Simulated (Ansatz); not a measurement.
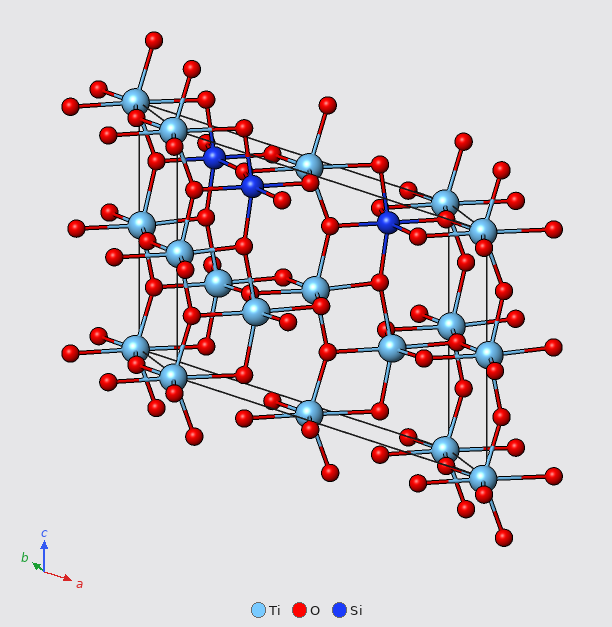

Structure drawing (ball-and-stick), viewed slightly off an axis. The lines enclose the conventional unit cell; boundary atoms appear with their images. Some atoms of the next cells are drawn as well.

Ti₃SiO₈, space group Cm (No. 8), a = 10.102 Å, b = 3.713 Å, c = 7.363 Å, α = 90.00°, β = 111.42°, γ = 90.00°. Provenance: a structure type filled with these elements by a generator (whether the compound takes this form wasn't checked). Earlier steps of the study may have refined or changed the cell and positions. It went into a calculation with Ansatz.

This one geometry was computed with Ansatz (DFT, plane waves, PAW) at four levels of theory: r2SCAN, PBE0, HSE06 and PBE. It was relaxed beforehand with r2SCAN.

Which level gives the highest pressure at this volume, and what does that say about its equilibrium volume?

Highest: PBE (5.5 GPa), which points to the largest equilibrium volume. Lowest, with the smallest volume: PBE0 (-2.5 GPa) and HSE06 (-2.4 GPa). Levels within 0.5 GPa of each other can't be told apart.

How does the band gap change with the level of theory?

PBE: a gap of 2.11 eV, indirect; r2SCAN: a gap of 2.46 eV, indirect; HSE06: a gap of 3.62 eV, indirect; PBE0: a gap of 4.38 eV, indirect.

Collect the results in a table.

| level | cutoff (eV) | k-mesh of the run's cell | gap (eV) | pressure (GPa) |
| --- | --- | --- | --- | --- |
| r2SCAN | 500 | 8×8×4 | 2.46 | 0.0 |
| PBE0 | 420 | 4×4×2 | 4.38 | -2.5 |
| HSE06 | 420 | 4×4×2 | 3.62 | -2.4 |
| PBE | 420 | 8×8×4 | 2.11 | 5.5 |

Gaps are taken on the k-mesh or band path of each run.
